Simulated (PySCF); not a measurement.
**One shape, several levels: AlO (oxoaluminum)**

Aim: a comparison of 4 runs (UB2PLYP/STO-3G, UMP2/STO-3G, UCISD/STO-3G, UCCSD(T)/STO-3G) of AlO (oxoaluminum). 

The calculation is run with PySCF 2.14.0.

33 further runs of the same task are left out: 8 that didn't finish, 25 set aside as unsound or not needed.

**1. The molecule**

AlO: 2 atoms, total charge 0, spin state doublet. As SMILES, `[O]=[Al]`. The O1–Al2 distance was set to 4.396 Å, away from the relaxed value.

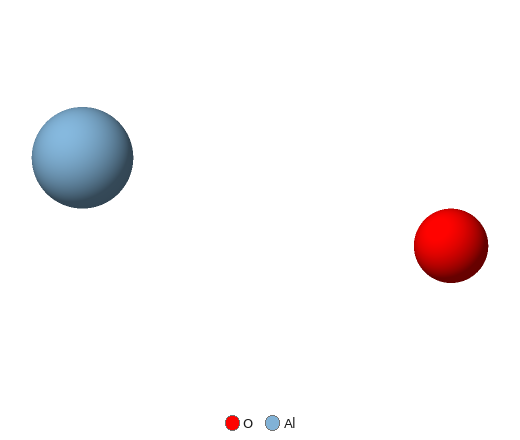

The structure, seen from a chosen angle (oxygen red, aluminium light blue).

**2. A single-point energy at UB2PLYP/STO-3G (run 1)**

input.py

```python
from pyscf import gto, dft, mp

system = gto.Mole()
system.atom = '''
O    0.000000   0.000000  -2.826050
Al   0.000000   0.000000   1.570050
'''
system.max_memory = 1860
system.verbose = 3
system.basis = 'sto-3g'
system.spin = 1
system.build()

ks = dft.UKS(system)
ks.xc = '0.53*HF + 0.47*B88, 0.73*LYP'
ks.conv_tol = 1e-10
ks.grids.level = 5
ks.kernel()
if not ks.converged:
    ks = ks.newton().run(ks.mo_coeff, ks.mo_occ)

pt = mp.MP2(ks, frozen=6).run()
e_tot = ks.e_tot + 0.27 * pt.e_corr
print('PT2 part  %.8f' % (0.27 * pt.e_corr))
print('E = %.10f Eh' % e_tot)
```

Run with:

```sh
$ OMP_NUM_THREADS=1 python input.py
```

Log:

```text
WARN: HOMO -0.30739240689925 >= LUMO -0.307392406899249

WARN: HOMO 0.0372654691794518 >= LUMO 0.0372677842589365

WARN: HOMO 0.0735802625214164 >= LUMO 0.0735989112824864

WARN: HOMO 0.0767855347330254 >= LUMO 0.0776990777634713

WARN: HOMO 0.0766035542685458 >= LUMO 0.0774485249681636

WARN: HOMO 0.0773849565992772 >= LUMO 0.0774799948246768

WARN: HOMO 0.0796969691550605 >= LUMO 0.0800146299590506

WARN: HOMO -0.0215134372743438 >= LUMO -0.0215872925598409

WARN: HOMO 0.126679665656958 >= LUMO 0.126679714065524

WARN: HOMO 0.112988193968988 >= LUMO 0.108132896480793

WARN: HOMO 0.104140660394798 >= LUMO 0.0988742114067521

WARN: HOMO 0.101385952014553 >= LUMO 0.0940528443944219

WARN: HOMO 0.0958313576946155 >= LUMO 0.0865985834157544

WARN: HOMO 0.10567518588925 >= LUMO 0.0940162275721947

WARN: HOMO 0.124543975474185 >= LUMO 0.110916583326435

SCF not converged.
SCF energy = -308.018441068658 after 50 cycles  <S^2> = 1.7319769  2S+1 = 2.815654
converged SCF energy = -313.161973962687  <S^2> = 1.7498137  2S+1 = 2.8282954
E(UMP2) = -313.181125010601  E_corr = -0.0191510479137803
E(SCS-UMP2) = -313.184953745231  E_corr = -0.0229797825437562
PT2 part  -0.00517078
E = -313.1671447456 Eh
```

It took 20 s on 1 thread of Arm Neoverse V1, shared host; peak memory 0.28 GiB.

**3. The energy at UMP2/STO-3G (run 2)**

job.py

```python
from pyscf import gto, scf, mp

mol = gto.M(
    atom='''
O    0.000000   0.000000  -2.826050
Al   0.000000   0.000000   1.570050
''',
    spin=1,
    verbose=3,
    max_memory=1860,
    basis='sto-3g',
)

calc0 = scf.UHF(mol)
calc0.conv_tol = 1e-10
calc0.kernel()
if not calc0.converged:
    calc0 = calc0.newton().run(calc0.mo_coeff, calc0.mo_occ)

pt = mp.MP2(calc0, frozen=6).run()
etot = pt.e_tot
print('E(%s) = %.9f' % ('MP2', etot))
```

Run with:

```sh
$ OMP_NUM_THREADS=1 python job.py
```

Log:

```text
WARN: HOMO 0.115670630157452 >= LUMO -0.0644311434346072

converged SCF energy = -312.662609331041  <S^2> = 1.7500031  2S+1 = 2.8284293
E(UMP2) = -312.676784249377  E_corr = -0.0141749183363403
E(SCS-UMP2) = -312.679618299046  E_corr = -0.0170089680046521
E(MP2) = -312.676784249
```

Run time: 1.1 s. Hardware: 1 thread of Arm Neoverse V1, shared host; peak memory 0.12 GiB.

**4. The energy at UCISD/STO-3G (run 3)**

job.py

```python
from pyscf import gto, ci

mol = gto.M(
    atom='O 0.000000 0.000000 -2.826050; Al 0.000000 0.000000 1.570050',
    basis='sto-3g',
    verbose=3,
    charge=0,
    spin=1,
    max_memory=1860,
)

calc0 = mol.UHF()
calc0.conv_tol = 1e-10
calc0.kernel()
if not calc0.converged:
    calc0 = calc0.newton().run(calc0.mo_coeff, calc0.mo_occ)

cisd = ci.CISD(calc0, frozen=6)
cisd.kernel()
etot = cisd.e_tot
print(f'total energy: {etot:.8f} hartree')
```

Run with:

```sh
$ OMP_NUM_THREADS=1 python job.py
```

Log:

```text
WARN: HOMO 0.115670630157452 >= LUMO -0.0644311434346072

converged SCF energy = -312.662609331041  <S^2> = 1.7500031  2S+1 = 2.8284293
E(UCISD) = -312.6881678382872  E_corr = -0.02555850724624875
total energy: -312.68816784 hartree
```

It took 1.2 s on 1 thread of Arm Neoverse V1, shared host; peak memory 0.11 GiB.

**5. A single-point energy at UCCSD(T)/STO-3G (run 4)**

calc.py

```python
from pyscf import gto, cc

mol = gto.M(
    atom='''
O        0.000000       0.000000      -2.826050
Al       0.000000       0.000000       1.570050
''',
    spin=1,
    max_memory=1860,
    basis='sto-3g',
    verbose=3,
)

mf = mol.UHF()
mf.conv_tol = 1e-10
mf.kernel()
if not mf.converged:
    mf = mf.newton().run(mf.mo_coeff, mf.mo_occ)

mycc = cc.CCSD(mf, frozen=6)
mycc.kernel()
e_t = mycc.ccsd_t()
etot = mycc.e_tot + e_t
print(f'total energy: {etot:.8f} hartree')
```

Run with:

```sh
$ OMP_NUM_THREADS=1 python calc.py
```

Log:

```text
WARN: HOMO 0.115670630157452 >= LUMO -0.0644311434346072

converged SCF energy = -312.662609331041  <S^2> = 1.7500031  2S+1 = 2.8284293
E(UCCSD) = -312.6881681808433  E_corr = -0.02555884980241432
UCCSD(T) correction = -2.53620341686804e-07
total energy: -312.68816843 hartree
```

It took 1.3 s on 1 thread of Arm Neoverse V1, shared host; peak memory 0.11 GiB.

**6. Overview of the runs**

```
run            level  integration grid  energy (Eh)  dipole moment (D) of the reference   ⟨S²⟩  wall time
  1   UB2PLYP/STO-3G                 5  -313.167145                                0.01  1.750       20 s
  2      UMP2/STO-3G                 –  -312.676784                                0.01  1.750      1.1 s
  3     UCISD/STO-3G                 –  -312.688168                                0.01  1.750      1.2 s
  4  UCCSD(T)/STO-3G                 –  -312.688168                                0.01  1.750      1.3 s
```

**7. What came out**

```
                                                         quantity          value
                                              run 4: total energy  -312.68817 Eh
                      run 4: dipole moment (Hartree–Fock density)         0.01 D
run 4: HOMO energy (Hartree–Fock orbitals) (highest over α and β)        0.57 eV
 run 4: LUMO energy (Hartree–Fock orbitals) (lowest over α and β)       10.22 eV
               run 4: correlation energy (6 core orbitals frozen)      -25.6 mEh
                                            run 4: (T) correction       0.00 mEh
                         run 4: ⟨S²⟩ of the reference determinant          1.750
                                             run 4: T1 diagnostic          0.000
```

**Reading.** In runs 1, 2, 3, 4 the basis is minimal, so the values are rough. Spin contamination of the reference: run 2 ⟨S²⟩ = 1.75, run 3 ⟨S²⟩ = 1.75, run 4 ⟨S²⟩ = 1.75, run 1 ⟨S²⟩ = 1.75. Where it is this large, the reference is a mixture of spin states, and values that rest on it are in doubt. All runs together took 23 s, the longest 20 s.
